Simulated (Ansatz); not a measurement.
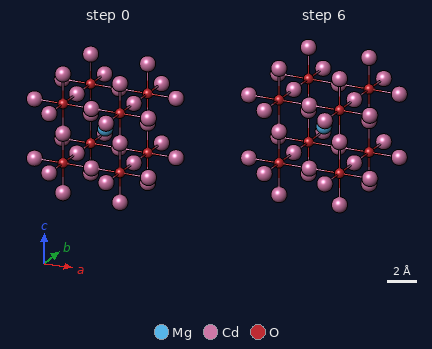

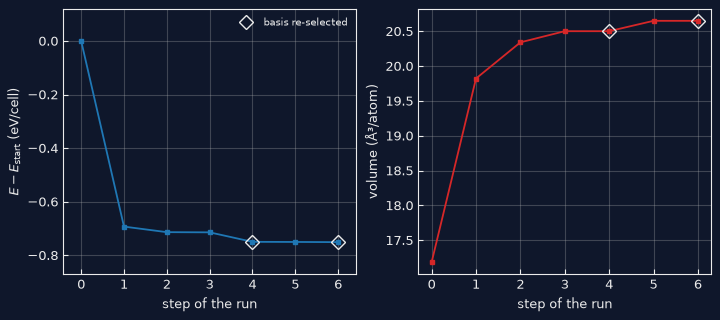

First and last geometry of a relaxation of solid MgCd₃O (a generated structure, set up in Pm-3m) (coarse preliminary run), with the history of the run. The picture is a ball-and-stick view of the cell of the calculation, seen from a free direction.

Level of theory: DFT PBE, scalar-relativistic, plane waves, PAW (Ansatz 0.2.0).

Input
```yaml
crystal:
  lattice:
    - [4.41260523, 0.0, 0.0]
    - [0.0, 4.41260523, 0.0]
    - [0.0, 0.0, 4.41260523]
  atoms:
    - { symbol: Mg, position: [0.5, 0.5, 0.5] }
    - { symbol: Cd, position: [0.5, 0.0, 0.0] }
    - { symbol: Cd, position: [0.0, 0.5, 0.0] }
    - { symbol: Cd, position: [0.0, 0.0, 0.5] }
    - { symbol: O, position: [0.0, 0.0, 0.0] }
basis:
  ecutwfc: 420
kpoints:
  mp_grid: { grid: [4, 4, 4] }
hamiltonian:
  xc: pbe
scf:
  occupations: { method: gaussian, width: 0.1 }
  lower_state_search: "off"
output:
  forces: true
  stress: true
  eigenvalues: true
relax:
  adjacent_minimum: "off"
  f_tol: 0.04
  max_steps: 70
  cell: { stress_tol: 0.4 }
```

Command:
```bash
ansatz run input.yaml --threads 1 --pin off --max-ram 2560MiB --backend cpu --events-out ev --progress --plain --runs-dir out
```

**Did the run converge, and what did it change?**

It converged. The atoms keep their places relative to the cell (all moves are under 0.005 Å). Cell: a = b = c 4.413 → 4.691 Å (+6.3 %). Volume +20.2 %. Some distances before and after: Cd2–O5 2.206 → 2.346 Å. The space group stays Pm-3m (No. 221). After 4 accepted moves (6 points after the start) the energy has fallen by 0.751 eV per cell of the calculation. All forces vanish by symmetry, so only the cell relaxes. The pressure goes from 16.52 to 0.05 GPa. At 2 points the geometry stayed and the basis and grid were re-selected for the new cell (energy shift of 35.5 meV per cell of the calculation at most each time). The run took 36 s on 1 thread of Intel(R) Xeon(R) Processor @ 2.50GHz (Skylake/Cascade Lake) (shared host), peak memory 0.39 GiB.

```
step  E − E(0), meV/atom  pressure, GPa  volume, Å³/atom                      note
   0                0.00          16.52           17.184                          
   1             -138.60           2.36           19.821                          
   2             -142.75           0.54           20.340                          
   3             -142.89           0.02           20.501                          
   4             -149.98           0.47           20.501  same geometry, new basis
   5             -150.06           0.05           20.649                          
   6             -150.20           0.05           20.649  same geometry, new basis
```
